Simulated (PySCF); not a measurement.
**Two runs on C5H12FPSi**

System: C5H12FPSi, SMILES CP1CC[SiH](F)CC1.
Method of the first run: GIAO PBE0/pcSseg-1 NMR shielding, non-relativistic, IEF-PCM chloroform (PySCF 2.14.0).

The geometry comes from this level: PBE0-D3(BJ)/def2-SVP. Text and figures count atoms from 1; the logs count them from 0 in places.

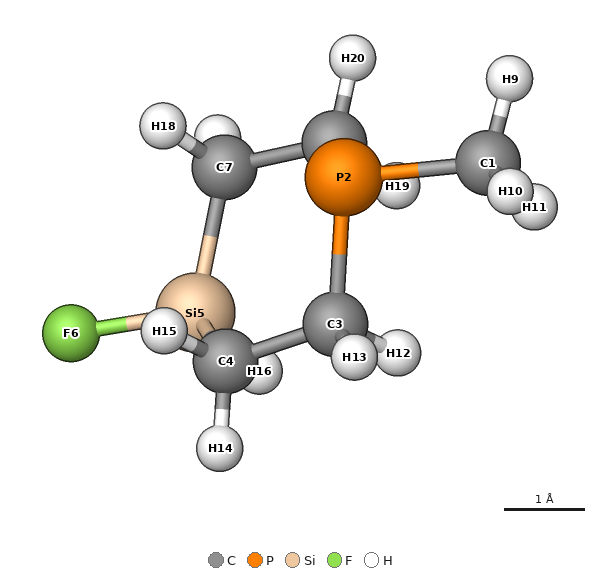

The structure (ball-and-stick view, seen at a tilt; atoms are numbered from 1 in the order of the input). Bond lengths as drawn: C–C 1.53 Å, C–H 1.10 to 1.11 Å, C–P 1.85 to 1.87 Å, C–Si 1.87 Å, F–Si 1.63 Å and H–Si 1.49 Å.

### The input, the first run
```
{"job": {"kind": "nmr", "xc": "PBE0", "basis": "pcSseg-1", "solvent": "chloroform", "pop": false}, "charge": 0, "multiplicity": 1}
C     -2.914522    -0.231273    -0.819998
P     -1.428221    -0.229443     0.275822
C     -0.666969     1.393204    -0.242391
C      0.749357     1.576429     0.320343
Si     1.916418     0.280256    -0.361200
F      3.328035     0.313266     0.457343
C      1.108796    -1.397766    -0.164079
C     -0.330934    -1.384020    -0.694893
H     -3.410550    -1.211794    -0.760686
H     -3.631388     0.524714    -0.465244
H     -2.666913    -0.020873    -1.873471
H     -0.665701     1.462135    -1.346388
H     -1.334245     2.194166     0.118657
H      1.130479     2.587740     0.099759
H      0.735453     1.483821     1.420893
H      2.236573     0.553778    -1.795152
H      1.708328    -2.171334    -0.672609
H      1.114532    -1.656438     0.909770
H     -0.355938    -1.102841    -1.764485
H     -0.779666    -2.389813    -0.627537
```

The first line tells a small driver script what to run in PySCF; the rest is the geometry in Å.

Command:
```bash
OMP_NUM_THREADS=1 python <driver script> task.json out
```

Hardware: 1 CPU thread, shared host.

### Output (the first run)
```
coarse grid: 17208 points
cycle   1  E = -927.7472301823  dE =  6.093e-01  |g| = 6.523e-01  |ddm| = 4.015e+00
cycle   2  E = -927.7008947131  dE =  4.634e-02  |g| = 8.636e-01  |ddm| = 1.156e+00
cycle   3  E = -927.8313663505  dE = -1.305e-01  |g| = 7.138e-02  |ddm| = 6.609e-01
cycle   4  E = -927.8321086209  dE = -7.423e-04  |g| = 3.158e-02  |ddm| = 7.292e-02
cycle   5  E = -927.8323147760  dE = -2.062e-04  |g| = 5.142e-03  |ddm| = 3.048e-02
cycle   6  E = -927.8323204164  dE = -5.640e-06  |g| = 2.214e-03  |ddm| = 7.749e-03
final grid: 155960 points
cycle   7  E = -927.8858810832  dE = -3.635e-05  |g| = 1.053e-02  |ddm| = 3.468e-02
cycle   8  E = -927.8858623031  dE =  1.878e-05  |g| = 1.363e-02  |ddm| = 2.033e-02
cycle   9  E = -927.8859096260  dE = -4.732e-05  |g| = 9.353e-04  |ddm| = 1.192e-02
cycle  10  E = -927.8859097906  dE = -1.646e-07  |g| = 2.717e-04  |ddm| = 9.711e-04
cycle  11  E = -927.8859098038  dE = -1.327e-08  |g| = 5.469e-05  |ddm| = 2.284e-04
cycle  12  E = -927.8859098042  dE = -4.211e-10  |g| = 2.568e-05  |ddm| = 7.057e-05
converged SCF energy = -927.8859098042

GIAO shielding tensors (ppm)
atom      isotropic    diamagn.    paramagn.     s11        s22        s33       span
  0 C      169.760     253.334     -83.575    158.591    162.972    187.717     29.126
  1 P      375.396     967.710    -592.315    346.291    382.550    397.346     51.055
  2 C      156.830     253.584     -96.754    142.791    149.588    178.111     35.319
  3 C      172.857     253.886     -81.029    165.932    167.514    185.126     19.194
  4 Si     327.167     877.281    -550.114    279.814    330.631    371.057     91.242
  5 F      376.575     466.444     -89.868    364.143    376.158    389.425     25.282
  6 C      172.849     253.921     -81.072    165.859    167.471    185.217     19.358
  7 C      156.882     253.600     -96.718    143.109    149.497    178.038     34.929
  8 H       30.225      29.418       0.807     25.641     27.174     37.860     12.219
  9 H       30.213      29.412       0.801     25.628     27.138     37.873     12.245
 10 H       30.468      30.975      -0.507     26.114     28.953     36.338     10.225
 11 H       30.118      33.075      -2.957     26.375     29.830     34.148      7.773
 12 H       29.459      31.701      -2.242     23.517     28.429     36.430     12.913
 13 H       29.944      29.044       0.901     24.615     27.394     37.824     13.210
 14 H       30.277      31.119      -0.842     26.630     28.501     35.700      9.070
 15 H       26.261      28.900      -2.639     22.986     24.856     30.941      7.955
 16 H       29.947      29.022       0.925     24.616     27.402     37.822     13.206
 17 H       30.280      31.125      -0.846     26.639     28.520     35.680      9.041
 18 H       30.112      33.063      -2.950     26.370     29.825     34.143      7.773
 19 H       29.465      31.683      -2.218     23.526     28.421     36.449     12.923
```

For the second run the input was changed thus:
```diff
-"solvent": "chloroform"
-"pop": false
+"solvent": "acetonitrile"
+"pop": true
```

What does this change do to the results?

The total energy of the second run is 1.3 kcal/mol lower: the change of the electrostatic solvation energy at this fixed geometry, without cavity or dispersion terms. The dipole moment goes from 2.91 to 3.14 D. Of all shieldings, the largest change is that of F6, by +1.1 ppm. The number of SCF iterations is the same.

### Output (the second run)
```
coarse grid: 17208 points
cycle   1  E = -927.7498750659  dE =  6.068e-01  |g| = 6.507e-01  |ddm| = 4.015e+00
cycle   2  E = -927.7054406384  dE =  4.443e-02  |g| = 8.552e-01  |ddm| = 1.144e+00
cycle   3  E = -927.8334469043  dE = -1.280e-01  |g| = 6.911e-02  |ddm| = 6.457e-01
cycle   4  E = -927.8341331666  dE = -6.863e-04  |g| = 3.126e-02  |ddm| = 7.133e-02
cycle   5  E = -927.8343353289  dE = -2.022e-04  |g| = 4.944e-03  |ddm| = 3.066e-02
cycle   6  E = -927.8343405639  dE = -5.235e-06  |g| = 2.096e-03  |ddm| = 7.420e-03
final grid: 155960 points
cycle   7  E = -927.8878866726  dE = -3.676e-05  |g| = 1.042e-02  |ddm| = 3.470e-02
cycle   8  E = -927.8878692954  dE =  1.738e-05  |g| = 1.335e-02  |ddm| = 1.979e-02
cycle   9  E = -927.8879146828  dE = -4.539e-05  |g| = 8.762e-04  |ddm| = 1.143e-02
cycle  10  E = -927.8879148235  dE = -1.407e-07  |g| = 2.717e-04  |ddm| = 8.974e-04
cycle  11  E = -927.8879148368  dE = -1.334e-08  |g| = 5.262e-05  |ddm| = 2.235e-04
cycle  12  E = -927.8879148372  dE = -3.768e-10  |g| = 2.503e-05  |ddm| = 6.648e-05
converged SCF energy = -927.8879148372

GIAO shielding tensors (ppm)
atom      isotropic    diamagn.    paramagn.     s11        s22        s33       span
  0 C      170.197     253.310     -83.114    159.298    163.207    188.085     28.787
  1 P      375.966     967.898    -591.932    346.897    383.564    397.438     50.541
  2 C      157.162     253.549     -96.387    143.050    149.948    178.487     35.438
  3 C      172.905     254.012     -81.107    166.042    167.362    185.312     19.270
  4 Si     326.231     877.360    -551.129    278.384    330.394    369.915     91.530
  5 F      377.715     466.732     -89.017    365.088    377.334    390.723     25.634
  6 C      172.896     254.049     -81.153    165.965    167.318    185.405     19.440
  7 C      157.217     253.564     -96.347    143.349    149.883    178.420     35.071
  8 H       30.215      29.380       0.835     25.598     27.166     37.882     12.284
  9 H       30.204      29.375       0.829     25.586     27.131     37.895     12.309
 10 H       30.377      30.915      -0.538     25.957     28.872     36.301     10.344
 11 H       30.001      33.006      -3.006     26.222     29.693     34.088      7.866
 12 H       29.430      31.682      -2.252     23.459     28.395     36.435     12.976
 13 H       29.899      29.009       0.890     24.562     27.339     37.797     13.236
 14 H       30.302      31.167      -0.865     26.650     28.546     35.710      9.059
 15 H       26.253      28.930      -2.678     22.973     24.855     30.930      7.957
 16 H       29.903      28.988       0.915     24.564     27.348     37.796     13.231
 17 H       30.306      31.176      -0.869     26.662     28.567     35.691      9.029
 18 H       29.994      32.992      -2.998     26.215     29.686     34.081      7.866
 19 H       29.437      31.663      -2.227     23.468     28.387     36.454     12.986
```

### The two runs side by side

```csv
quantity,the first run,the second run
outcome,converged,converged
total energy (hartree),−927.885910,−927.887915
HOMO (eV),−6.57,−6.58
LUMO (eV),0.80,0.83
dipole moment (D),2.91,3.14
shielding of C1 (ppm),169.8,170.2
shielding of P2 (ppm),375.4,376.0
shielding of C3 (ppm),156.8,157.2
shielding of Si5 (ppm),327.2,326.2
shielding of F6 (ppm),376.6,377.7
shielding of C8 (ppm),156.9,157.2
shielding of H19 (ppm),30.1,30.0
SCF iterations,12,12
basis functions,210,210
wall time (shared host),35 s,39 s
```
